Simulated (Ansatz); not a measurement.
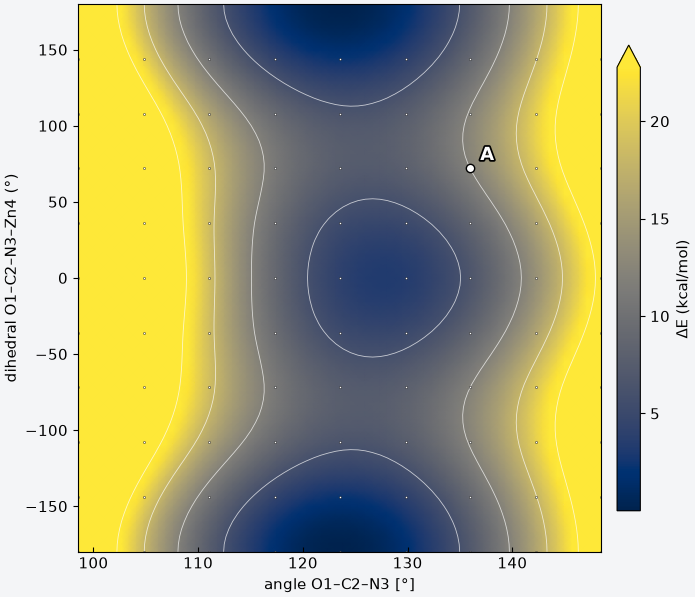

CH3NOZn, SMILES OC=[N][ZnH]. Coordinates scanned: (1) angle O1–C2–N3; (2) dihedral O1–C2–N3–Zn4. Nothing is relaxed (all other coordinates rigid). The grid has 9 × 10 points; 54 points were computed and 36 follow by symmetry. Points are written as (first, second). Energies are in kcal/mol, from the lowest grid point. The dihedral twists a double bond; near 90° a spin-restricted reference is unreliable. Computed with Ansatz, RKS B3LYP-D4/def2-TZVP.

The picture shows a smooth colour map with a few white contour lines, dots at the grid points, one colour for all values above the top of the scale, the point A. Between grid points the surface is interpolated.

**Which way does the force act at A, and how strong is it?**

A, at (136.0°, 72°), is not a stationary point. The computed force is 0.95 kcal/mol for each degree towards smaller values of angle O1–C2–N3 and 0.069 kcal/mol for each degree towards smaller values of dihedral O1–C2–N3–Zn4.
